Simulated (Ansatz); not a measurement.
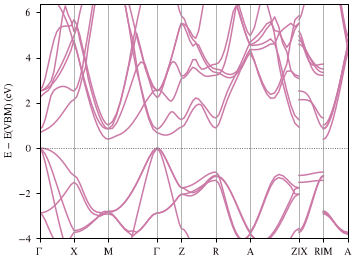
Fig. 1. Band structure from DFT-PBE in the program Ansatz with PAW potentials

**Question.** Read off the gap and where the band edges lie.

**Answer.** About 0.4 eV (0.39 eV by a search for the band edges); maximum at Γ, minimum at M.

**Question.** Pick the material that matches.
(A) MnF2, rutile
(B) BaTiO3, P4mm (Ba on 1a, Ti on 1b, O on 1b, O on 2c)
(C) TiO2, rutile
(D) Si3Ge, P-4m2 (Si on 2g, Si on 1a, Ge on 1c)

**Answer.** D, Si3Ge, P-4m2 (Si on 2g, Si on 1a, Ge on 1c)

The start of the workflow was typed in or built on a structure type; neither database checked (COD, Materials Project) lists it. Whether it is the stable phase at ambient conditions was not checked. The PBE relaxation kept the symmetry of its start; whether a distortion lowers the energy is not shown. Scalar-relativistic: spin–orbit coupling is off unless named, which matters more the heavier the elements.

Potentials: the later of the program's two PAW sets.
